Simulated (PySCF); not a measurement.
## What a change does: NMR shielding calculation on CH6OSi2

System: CH6OSi2, SMILES O=C[SiH2][SiH3].
Method of run 1: GIAO PBE0/6-31G* NMR shielding, non-relativistic, gas phase (PySCF 2.14.0).

The geometry comes from this level: PBE0-D3(BJ)/def2-SVP. Text and figures count atoms from 1; the logs count them from 0 in places.

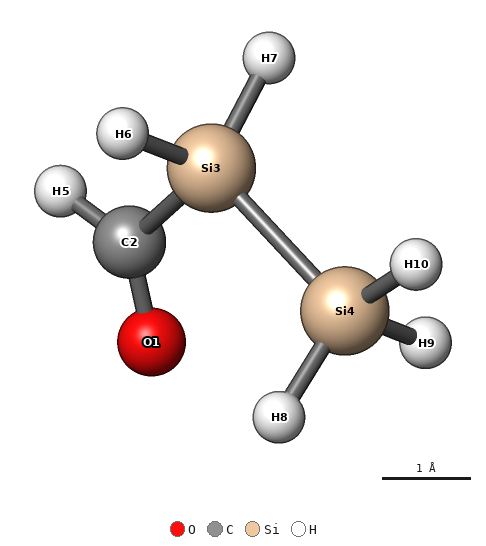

Fig. 1: The input geometry (ball-and-stick view, seen at a tilt; atoms are numbered from 1 in the order of the input). Bond lengths as drawn: C–H 1.13 Å, C–O 1.21 Å, C–Si 1.94 Å, H–Si 1.49 to 1.50 Å and Si–Si 2.34 Å.

## Input file, run 1
```
{"job": {"kind": "nmr", "xc": "PBE0", "basis": "6-31G*", "pop": true}, "charge": 0, "multiplicity": 1}
O      1.484914    -1.665627    -0.071546
C      1.778044    -0.498260    -0.152964
Si     0.407292     0.872259    -0.101965
Si    -1.592550    -0.309766     0.184768
H      2.858279    -0.199517    -0.261065
H      0.466223     1.650849    -1.379984
H      0.713657     1.814857     1.020837
H     -1.795945    -1.229305    -0.973270
H     -1.522999    -1.094919     1.452412
H     -2.746745     0.637939     0.261655
```

The first line tells a small driver script what to run in PySCF; the rest is the geometry in Å.

Launched with:
```bash
OMP_NUM_THREADS=1 python <driver script> task.json out
```

Hardware: 1 CPU thread, shared host.

## Output (run 1)
```
coarse grid: 9144 points
cycle   1  E = -695.4123398974  dE =  1.176e-01  |g| = 6.973e-01  |ddm| = 2.779e+00
cycle   2  E = -694.9874123893  dE =  4.249e-01  |g| = 1.590e+00  |ddm| = 2.004e+00
cycle   3  E = -695.5155076984  dE = -5.281e-01  |g| = 3.763e-02  |ddm| = 1.506e+00
cycle   4  E = -695.5157404696  dE = -2.328e-04  |g| = 2.886e-02  |ddm| = 7.654e-02
cycle   5  E = -695.5159580537  dE = -2.176e-04  |g| = 6.514e-03  |ddm| = 3.166e-02
cycle   6  E = -695.5159684687  dE = -1.041e-05  |g| = 1.567e-03  |ddm| = 9.517e-03
cycle   7  E = -695.5159689578  dE = -4.891e-07  |g| = 3.912e-04  |ddm| = 1.955e-03
final grid: 78504 points
cycle   8  E = -695.4669361988  dE =  4.213e-06  |g| = 8.225e-03  |ddm| = 1.070e-02
cycle   9  E = -695.4668908850  dE =  4.531e-05  |g| = 1.726e-02  |ddm| = 1.610e-02
cycle  10  E = -695.4669494818  dE = -5.860e-05  |g| = 5.145e-04  |ddm| = 1.161e-02
cycle  11  E = -695.4669495534  dE = -7.160e-08  |g| = 4.926e-05  |ddm| = 6.666e-04
cycle  12  E = -695.4669495542  dE = -7.799e-10  |g| = 1.314e-05  |ddm| = 8.504e-05
converged SCF energy = -695.4669495542

GIAO shielding tensors (ppm)
atom      isotropic    diamagn.    paramagn.     s11        s22        s33       span
  0 O     -514.030     396.042    -910.072  -1468.553   -473.240    399.703   1868.256
  1 C      -29.645     252.227    -281.871   -146.393    -52.932    110.391    256.784
  2 Si     457.665     883.258    -425.593    393.782    471.513    507.699    113.917
  3 Si     491.044     881.513    -390.469    483.938    494.298    494.895     10.957
  4 H       19.764      25.903      -6.139     14.139     20.264     24.888     10.748
  5 H       27.584      29.661      -2.077     24.846     26.151     31.755      6.909
  6 H       27.575      29.674      -2.099     24.808     26.135     31.782      6.975
  7 H       28.199      29.510      -1.311     25.571     25.821     33.206      7.634
  8 H       28.214      29.528      -1.315     25.601     25.841     33.200      7.598
  9 H       28.507      28.887      -0.380     25.547     26.344     33.629      8.081
```

Run 2 used a changed input.

## The two runs side by side

| quantity | run 1 | run 2 |
| --- | --- | --- |
| outcome | converged | converged |
| total energy (hartree) | −695.466950 | −695.561963 |
| HOMO (eV) | −6.97 | −7.19 |
| LUMO (eV) | −1.35 | −1.74 |
| dipole moment (D) | 1.89 | 2.01 |
| shielding of O1 (ppm) | −514.0 | −565.0 |
| shielding of C2 (ppm) | −29.6 | −55.9 |
| shielding of Si3 (ppm) | 457.7 | 417.5 |
| shielding of Si4 (ppm) | 491.0 | 454.6 |
| shielding of H5 (ppm) | 19.8 | 18.8 |
| shielding of H6 (ppm) | 27.6 | 26.9 |
| shielding of H7 (ppm) | 27.6 | 26.9 |
| SCF iterations | 12 | 13 |
| basis functions | 76 | 160 |
| wall time (shared host) | 5.1 s | 12 s |

Which change of the input explains these differences?

The change (lines with − go, lines with + come):
```diff
-"basis": "6-31G*"
+"basis": "6-311+G(2d,p)"
```

The total energy of run 2 is 59.6 kcal/mol lower, which measures the change of basis and not a stability. The HOMO goes from −6.97 to −7.19 eV. The LUMO goes from −1.35 to −1.74 eV. The dipole moment goes from 1.89 to 2.01 D. Of all shieldings, the largest change is that of O1, by −51.0 ppm. Diffuse functions give room to the loosely bound empty orbitals, which lowers the LUMO. The SCF takes 13 iterations against 12. The basis functions go from 76 to 160.

## Output (run 2)
```
coarse grid: 9144 points
cycle   1  E = -695.4523441365  dE =  1.001e-01  |g| = 7.170e-01  |ddm| = 2.332e+00
cycle   2  E = -694.9996028847  dE =  4.527e-01  |g| = 1.654e+00  |ddm| = 1.520e+00
cycle   3  E = -695.5526903107  dE = -5.531e-01  |g| = 5.349e-02  |ddm| = 1.170e+00
cycle   4  E = -695.5531307126  dE = -4.404e-04  |g| = 2.647e-02  |ddm| = 5.433e-02
cycle   5  E = -695.5532701040  dE = -1.394e-04  |g| = 8.138e-03  |ddm| = 2.316e-02
cycle   6  E = -695.5532871245  dE = -1.702e-05  |g| = 1.833e-03  |ddm| = 8.482e-03
cycle   7  E = -695.5532877754  dE = -6.508e-07  |g| = 5.315e-04  |ddm| = 1.624e-03
final grid: 78504 points
cycle   8  E = -695.5619476568  dE = -7.086e-06  |g| = 9.361e-03  |ddm| = 1.887e-02
cycle   9  E = -695.5618920944  dE =  5.556e-05  |g| = 1.961e-02  |ddm| = 1.361e-02
cycle  10  E = -695.5619625869  dE = -7.049e-05  |g| = 6.809e-04  |ddm| = 1.005e-02
cycle  11  E = -695.5619626801  dE = -9.326e-08  |g| = 1.728e-04  |ddm| = 5.935e-04
cycle  12  E = -695.5619626872  dE = -7.046e-09  |g| = 3.034e-05  |ddm| = 1.628e-04
cycle  13  E = -695.5619626874  dE = -2.484e-10  |g| = 6.852e-06  |ddm| = 3.216e-05
converged SCF energy = -695.5619626874

GIAO shielding tensors (ppm)
atom      isotropic    diamagn.    paramagn.     s11        s22        s33       span
  0 O     -564.989     389.177    -954.166  -1565.986   -518.259    389.278   1955.264
  1 C      -55.874     251.027    -306.901   -184.195    -82.105     98.678    282.873
  2 Si     417.457     881.151    -463.694    361.458    423.406    467.507    106.050
  3 Si     454.641     881.056    -426.415    449.361    456.879    457.684      8.324
  4 H       18.810      27.807      -8.996     12.652     19.840     23.939     11.287
  5 H       26.884      28.823      -1.939     24.339     25.506     30.806      6.467
  6 H       26.872      28.851      -1.979     24.299     25.490     30.827      6.528
  7 H       27.603      28.995      -1.392     25.111     25.255     32.442      7.331
  8 H       27.620      29.012      -1.393     25.141     25.277     32.441      7.301
  9 H       27.868      28.646      -0.778     25.155     25.626     32.822      7.667
```
